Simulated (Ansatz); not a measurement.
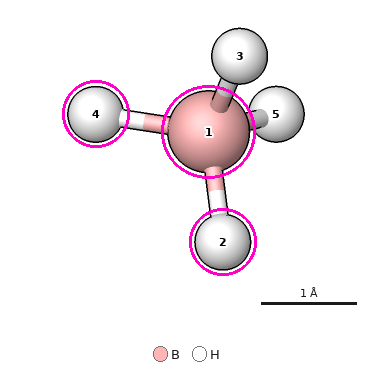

A scan of BH$_{4}$ (charge −1): the B1–H2 distance and the B1–H4 distance are varied on a grid, with the rest of the molecule carried along rigidly. The picture shows the minimum geometry. The ringed atoms are those of the scanned coordinate. A ball-and-stick model, seen at a tilt.

Level of theory: CCSD(T) (def2-TZVPPD, Ansatz), on geometries moved rigidly from the minimum at PBE0-D4/def2-TZVPD. Coupled cluster with a frozen core. Energies are counted from the PBE0-D4/def2-TZVPD minimum geometry at the same level.

The input:
```yaml
crystal:
  periodic: [false, false, false]
  atoms:
    - {symbol: B, position_ang: [0.000014, 0.000009, -0.000003]}
    - {symbol: H, position_ang: [0.690103, 1.006040, 0.219693]}
    - {symbol: H, position_ang: [0.733091, -0.997303, -0.067705]}
    - {symbol: H, position_ang: [-0.606117, 0.140811, -1.072152]}
    - {symbol: H, position_ang: [-0.817091, -0.149547, 0.920166]}
basis:
  gaussian: {orbitals: "def2-TZVPPD.json"}
total_charge: -1
correlation: {method: ccsd_t}
```

What energies does the calculation give on a grid with rows 1.116, 1.152, 1.205, 1.267, 1.335, 1.409, 1.488 and columns 1.017, 1.093, 1.204, 1.334, 1.478, 1.633, 1.797 (B1–H2 distance (Å); B1–H4 distance (Å))?

Rows: B1–H2 distance (Å); columns: B1–H4 distance (Å); values in kJ/mol.

```
       1.017  1.093  1.204  1.334  1.478  1.633  1.797
1.116   81.1   40.6   17.4   22.1   47.4   83.8  124.2
1.152   72.2   31.8    8.8   13.7   39.2   75.8  116.5
1.205   65.2   25.0    2.2    7.4   33.3   70.4  111.4
1.267   64.3   24.2    1.7    7.4   33.7   71.2  112.7
1.335   69.6   29.8    7.6   13.7   40.6   78.7  120.7
1.409   80.7   41.1   19.3   25.9   53.3   92.0  134.6
1.488   96.3   56.9   35.6   42.7   70.8  110.1  153.3
```

In pairs of (B1–H2 distance (Å); B1–H4 distance (Å)): the lowest computed point lies at (1.267, 1.204) (1.7 kJ/mol), the highest at (1.488, 1.797) (153.3 kJ/mol).  Over the ranges scanned the energy rises more along the second axis, the B1–H4 distance.

As a map, interpolated between the computed points (dots):

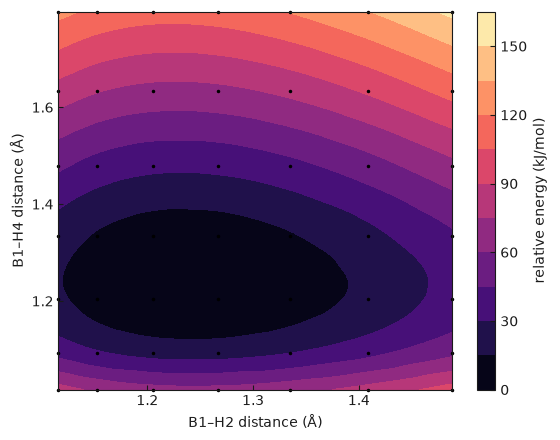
